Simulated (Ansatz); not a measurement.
# TiO2 (P4_2/mnm): refractive index against wavelength

The refractive index of TiO2 (P4_2/mnm) along x below the direct gap (1.90 eV on the mesh) is read from one computed spectrum, n = √(Re ε). x, y and z are the Cartesian axes of the input cell.

Cell: a, b, c = 4.592, 4.592, 2.957 Å (primitive vectors), 6 atoms.

Method: Ansatz 0.2.0, PBE, independent particles, k-mesh 6×6×8 with interpolation inside its cells, Gaussian parameter 0.1 eV.

Launch of the response step: `ansatz run input.yaml --threads 4 --pin off --max-ram 8192MiB --backend cpu --events-out ev --progress --plain --runs-dir out`. The run took 23 s, on 4 threads of Intel(R) Xeon(R) Platinum 8488C (Sapphire Rapids), with other jobs on the host.

```tsv
wavelength (nm)	photon energy E (eV)	n
3000	0.413	2.7552
2000	0.620	2.7687
1550	0.800	2.7855
1310	0.946	2.8030
1064	1.165	?
```

In the single-oscillator model n² − 1 = E₀E_d/(E₀² − E²), so 1/(n² − 1) = E₀/E_d − E²/(E₀E_d) is linear in E².

Working, on the rows shown:

| x = E² (eV²) | y = 1/(n² − 1) |
| --- | --- |
| 0.170801 | 0.151719 |
| 0.384302 | 0.150022 |
| 0.639837 | 0.147951 |
| 0.895757 | 0.14584 |

Means: x̄ = 0.52267, ȳ = 0.14888. Σ(x − x̄)(y − ȳ) = -0.0024, Σ(x − x̄)² = 0.2959. Slope = -0.0024 / 0.2959 = -0.008111; intercept = ȳ − slope · x̄ = 0.15312. Turned back into n, the line misses the rows shown by at most 0.00015.

Problem. What does the fit predict for the withheld row, and how well does it do?

Solution. At x = 1.3578 the line gives y = 0.14211, that is 2.8349. The run gave 2.8366, so the extrapolation is off by 0.0017, 2 % of the range in the table.

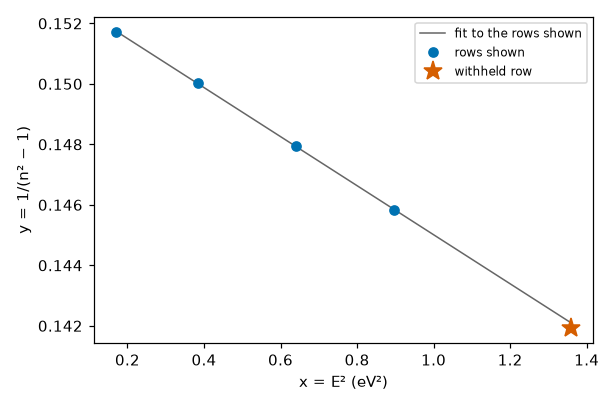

Refitted with all rows, the slope is -0.00826 and the intercept 0.15319. These give E₀ = √(intercept/−slope) = 4.31 eV and E_d = E₀/intercept = 28.1 eV; E₀ is 2.3 times the direct gap. The electronic limit at long wavelengths, without lattice vibrations, is n = √(1 + 1/intercept) = 2.744. Excitons are left out and so are local fields; PBE gaps are as a rule too small.

[Logs are printed without paths, hosts, clocks, repeated set-up lines and the standing remarks that a program may print on its own settings, such as how far it seeks lower states.]
